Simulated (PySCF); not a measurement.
Consider C5H4F2O (SMILES FC(F)[C+]1[CH]C=CO1) (charge +1, doublet).

```xyz
12

F    -2.4898    0.8844    0.2743
C    -1.8727   -0.2551   -0.0341
F    -2.3270   -1.2321    0.7482
C    -0.3878   -0.1127   -0.0257
C     0.4154    1.0410   -0.0515
C     1.7215    0.5838    0.0240
C     1.6389   -0.8226    0.0404
O     0.3810   -1.2176   -0.0077
H    -2.1726   -0.5190   -1.0901
H     0.0645    2.0564   -0.0725
H     2.6202    1.1702    0.0733
H     2.4097   -1.5774    0.0954
```

Geometry: GFN2-xTB.

Theory: UKS B3LYP, pcH-1 on C F H O, non-relativistic, mean-field spin-orbit, GIAO (PySCF).

What can the converged electron density, electron localisation function and spin density tell about the bonding?

Answer. C–O (1.32 Å): ρ is about 2.6 e/Å³ halfway; the ELF peaks at about 0.90 between the atoms (a shared but strongly polarised pair).
C–C (1.39 Å): the density is about 2.1 e/Å³ at the midpoint; the ELF peaks at about 0.95 between the atoms: localised, covalent bonding.
C–H (1.07 Å): ρ is about 2.1 e/Å³ halfway; the ELF climbs to about 1 towards the hydrogen, as it does in any bond to H; an ordinary covalent bond to hydrogen.
C–C (1.49 Å): ρ at the midpoint is about 1.8 e/Å³; the ELF peaks at about 1 between the atoms, as expected for localised, covalent bonding.
The unpaired spin (1 electron) lies mostly on C7 (about 0.4), C4 (about 0.3), C6 (about 0.1) and C5 (about 0.1), in electrons by Hirshfeld's partition.

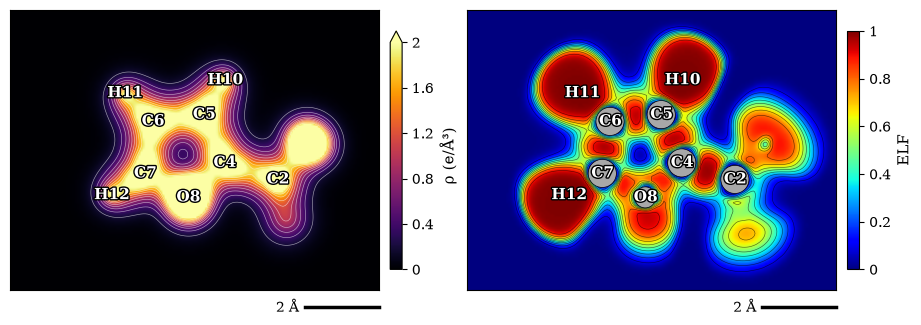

Computed electron density and electron localisation function on the plane of atoms C4, C5 and H10, in this order. Grey discs cover the atomic cores in the ELF map. 
